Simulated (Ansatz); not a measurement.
# CHFGa+ (singlet): correlated methods under varied settings

Aim: run CHFGa+ (singlet) at one geometry under a spread of methods and options, and see what each costs and gives.

Computed with Ansatz 0.2.0, Gaussian basis. Level: the settings change from run to run.

21 further runs of the same task are left out: 2 for a known fault of the program, 6 that didn't finish, 13 set aside as unsound or not needed.

### 1 The system

The geometry is a PBE0/def2-TZVP stationary point (not a proven minimum) of the parent state, kept for this charge and spin. No spin-orbit coupling is included. The filled d shell of Ga may be among the frozen orbitals whatever the setting's name suggests; the logs give the count.

4 atoms, charge 1, spin multiplicity 1.

Atoms are counted from 1 here; the program's logs count them from 0.

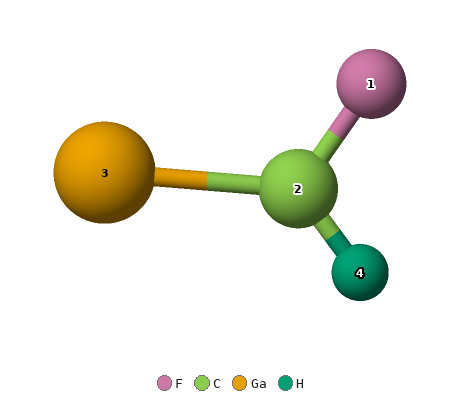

The geometry (fluorine pink, carbon green, gallium amber, hydrogen teal); atoms are numbered from 1 in the order of the file.

### 2 BCCD(T)/cc-pVDZ

in.yaml

```yaml
crystal:
  periodic: [false, false, false]
  atoms:
    - {symbol: F, position_ang: [0.000000, -0.359122, 2.139411]}
    - {symbol: C, position_ang: [0.000000, 0.564320, 1.155573]}
    - {symbol: Ga, position_ang: [0.000000, -0.021978, -0.805262]}
    - {symbol: H, position_ang: [0.000000, 1.564793, 1.607875]}
basis:
  gaussian: {orbitals: cc-pVDZ}
total_charge: 1
magnetization: {spin_polarized: false}
hamiltonian: {xc: {name: r2SCAN}}
correlation: {method: bccd_t, electrons: outside_noble_gas}
```

Command:

```sh
> ansatz run in.yaml --threads 1 --pin off --events-out ev --progress --plain --max-ram 2393MiB
```

The program printed, cut to the lines that bear on the results:

```text
Functional definition: r2SCAN
  name "r2SCAN"
  cite "Furness, Kaplan, Ning, Perdew & Sun, J. Phys. Chem. Lett. 11, 8208 (2020) doi:10.1021/acs.jpclett.0c02405"
  cite "Furness, Kaplan, Ning, Perdew & Sun, J. Phys. Chem. Lett. 11, 9248 (2020) doi:10.1021/acs.jpclett.0c03077"
  parent r2scan
[...]
627 factors; integrals over basis functions are off by at most 1.3e-3 eV
[...]
mean field -56134.20864338 eV, -2062.8941185108 hartree, gradient 2.3e-6 eV, S^2 0.000000; 6 other end points of the search recorded, 0 dependent functions left out; unrestricted orbitals would lower it
unrestricted determinant -56076.02482874 eV, -2060.7559027615 hartree, S^2 0.6455
16 core orbitals not correlated, not the lowest: weight in the atoms' cores, before any rotation towards them, 0.994 or more for the frozen orbitals, at most 0.003 for the correlated occupied ones
reference -56074.97628443 eV, -2060.7173694686 hartree; 7, 7 occupied and 37, 37 virtual orbitals, 627 factors
second order -9.81981758 eV of doubles, -0.44194461 eV of singles
cycle   1  -9.76680332 eV  change    4.7e-1 eV  update   1.4e-1
[...]
cycle  12  -10.43972333 eV  change   -1.1e-5 eV  update   6.5e-6
perturbative correction -0.33611601 eV, -0.0123520355 hartree
Total energy: -56085.75212377 eV, -2061.1133742602 hartree
```

Wall time 16 s (1 thread of Arm Neoverse V1, shared host).

From the report: correlation -10.7758 eV; largest double amplitude 0.10.

### 3 HF/cc-pVDZ

Changes to in.yaml since step 2:

```diff
@@ -10,4 +10,5 @@
 total_charge: 1
-magnetization: {spin_polarized: false}
-hamiltonian: {xc: {name: r2SCAN}}
-correlation: {method: bccd_t, electrons: outside_noble_gas}
+magnetization: {spin_polarized: true, initial_magnetization: 0}
+hamiltonian: {xc: hf}
+accuracy: high
+output: {forces: true, orbitals: {seedname: orbitals}}
```

Same command.

The program printed, cut to the lines that bear on the results:

```text
Functional definition: HF
  name "HF"
  cite "Fock, Z. Phys. 61, 126 (1930) doi:10.1007/BF01340294"
  parent pbe
[...]
1254 factors; integrals over basis functions are off by at most 4.4e-9 eV
[...]
mean field -56076.02496852 eV, -2060.7559078983 hartree, gradient 3.0e-8 eV, S^2 0.645438; 7 other end points of the search recorded, 0 dependent functions left out
[...]
reference -56076.02496852 eV, -2060.7559078983 hartree; 23, 23 occupied and 37, 37 virtual orbitals, 1254 factors
Total energy: -56076.02496852 eV, -2060.7559078983 hartree
Atom 0 at     0.000000    -0.359122     2.139411 Å, force    -0.000000     2.579219    -3.044312 eV/Å
Atom 1 at     0.000000     0.564320     1.155573 Å, force     0.000000    -1.688177     5.678683 eV/Å
Atom 2 at     0.000000    -0.021978    -0.805262 Å, force    -0.000000    -0.850051    -2.527254 eV/Å
Atom 3 at     0.000000     1.564793     1.607875 Å, force    -0.000000    -0.040991    -0.107116 eV/Å
Dipole moment:     0.000000     0.483267     0.063469 e Å
```

Wall time 11 s (1 thread of Arm Neoverse V1, shared host).

From the report: ⟨S²⟩ of the determinant 0.645 (pure singlet: 0.00). The determinant is far from a pure spin state, so its energy mixes those of several spin states (harmless only where they are near-degenerate, as at dissociation).

### 4 CCSD/cc-pVDZ

Changes to in.yaml since step 3:

```diff
@@ -10,5 +10,4 @@
 total_charge: 1
-magnetization: {spin_polarized: true, initial_magnetization: 0}
-hamiltonian: {xc: hf}
-accuracy: high
-output: {forces: true, orbitals: {seedname: orbitals}}
+magnetization: {spin_polarized: false}
+hamiltonian: {xc: {name: PBE0}}
+correlation: {method: ccsd, electrons: outside_noble_gas}
```

Same command.

The program printed, cut to the lines that bear on the results:

```text
Functional definition: PBE0
  name "PBE0"
  cite "Adamo & Barone, J. Chem. Phys. 110, 6158 (1999) doi:10.1063/1.478522"
  cite "Perdew, Burke & Ernzerhof, Phys. Rev. Lett. 77, 3865 (1996) doi:10.1103/PhysRevLett.77.3865"
  parent pbe
[...]
627 factors; integrals over basis functions are off by at most 1.3e-3 eV
[...]
mean field -56125.74583666 eV, -2062.5831161002 hartree, gradient 2.8e-6 eV, S^2 0.000000; 5 other end points of the search recorded, 0 dependent functions left out; unrestricted orbitals would lower it
16 core orbitals not correlated, not the lowest: weight in the atoms' cores, before any rotation towards them, 0.994 or more for the frozen orbitals, at most 0.003 for the correlated occupied ones
reference -56075.20679356 eV, -2060.7258405231 hartree; 7, 7 occupied and 37, 37 virtual orbitals, 627 factors
second order -9.72594248 eV of doubles, -0.34595923 eV of singles
cycle   1  -9.70100740 eV  change    3.5e-1 eV  update   1.4e-1
[...]
cycle  12  -10.30871483 eV  change   -7.6e-6 eV  update   5.7e-6
Total energy: -56085.51550839 eV, -2061.1046788055 hartree
```

Wall time 5.5 s (1 thread of Arm Neoverse V1, shared host).

From the report: correlation -10.3087 eV; T1 0.011; largest double amplitude 0.10. The orbitals are Kohn-Sham ones, so correlation energy and T1 don't compare with those on Hartree-Fock orbitals.

### 5 BCCD/def2-SVP

Changes to in.yaml since step 4:

```diff
@@ -8,6 +8,7 @@
 basis:
-  gaussian: {orbitals: cc-pVDZ}
+  gaussian: {orbitals: def2-SVP}
 total_charge: 1
-magnetization: {spin_polarized: false}
-hamiltonian: {xc: {name: PBE0}}
-correlation: {method: ccsd, electrons: outside_noble_gas}
+magnetization: {spin_polarized: true, initial_magnetization: 0}
+hamiltonian: {xc: {name: r2SCAN}}
+correlation: {method: bccd, electrons: outside_noble_gas, diis_vectors: 12}
+scf: {lower_state_search: light}
```

The command is unchanged.

The program printed, cut to the lines that bear on the results:

```text
Functional definition: r2SCAN
  name "r2SCAN"
  cite "Furness, Kaplan, Ning, Perdew & Sun, J. Phys. Chem. Lett. 11, 8208 (2020) doi:10.1021/acs.jpclett.0c02405"
  cite "Furness, Kaplan, Ning, Perdew & Sun, J. Phys. Chem. Lett. 11, 9248 (2020) doi:10.1021/acs.jpclett.0c03077"
  parent r2scan
[...]
649 factors; integrals over basis functions are off by at most 1.2e-3 eV
[...]
mean field -56125.64644287 eV, -2062.5794634460 hartree, gradient 2.7e-6 eV, S^2 0.689831; 13 other end points of the search recorded, 0 dependent functions left out
16 core orbitals not correlated, not the lowest: weight in the atoms' cores, before any rotation towards them, 0.996 or more for the frozen orbitals, at most 0.002 for the correlated occupied ones
reference -56065.85433703 eV, -2060.3821440850 hartree; 7, 7 occupied and 42, 42 virtual orbitals, 649 factors
second order -9.59832505 eV of doubles, -0.49682004 eV of singles
cycle   1  -9.56955831 eV  change    5.0e-1 eV  update   1.4e-1
[...]
cycle  28  -10.29260024 eV  change   -1.6e-6 eV  update   1.9e-6
Total energy: -56076.14693727 eV, -2060.7603901671 hartree
```

Wall time 54 s (1 thread of Arm Neoverse V1, shared host); peak memory 0.25 GiB.

From the report: ⟨S²⟩ of the determinant 0.690 (pure singlet: 0.00); correlation -10.2926 eV; largest double amplitude 0.10. The determinant is far from a pure spin state, so its energy mixes those of several spin states (harmless only where they are near-degenerate, as at dissociation).

### 6 All runs side by side

Where basis and cores are those of an earlier RCCSDT(Q)/cc-pVDZ run (-56086.0898 eV), and the state is the same kind, the miss against it is given.

| level | correlated | functions | energy (eV) | from RCCSDT(Q) (meV) | time |
| --- | --- | --- | --- | --- | --- |
| BCCD(T)/cc-pVDZ (on r2SCAN orbitals) | outside noble gas | 60 | -56085.7521 | 337.7 | 16 s |
| HF/cc-pVDZ |  | 60 | -56076.0250 | 10064.9 | 11 s |
| CCSD/cc-pVDZ (on PBE0 orbitals) | outside noble gas | 60 | -56085.5155 | 574.3 | 5.5 s |
| BCCD/def2-SVP (on r2SCAN orbitals) | outside noble gas | 65 | -56076.1469 |  | 54 s |

### 7 Outcome

```
quantity                                     value
    runs                                         4
quickest    CCSD/cc-pVDZ (on PBE0 orbitals), 5.5 s
 slowest  BCCD/def2-SVP (on r2SCAN orbitals), 54 s
```

**Reading.** Total energies in different bases, with other cores or another treatment of relativity can't be set against each other. BCCD/def2-SVP (on r2SCAN orbitals) took 10 times as long as CCSD/cc-pVDZ (on PBE0 orbitals); the jobs differ in more than the method. Among the correlated runs with a miss given, it spans +338 to +574 meV. Hartree-Fock, CASSCF and CASCI lack dynamic correlation by design. Cores frozen from Kohn-Sham orbitals shift the total energy.
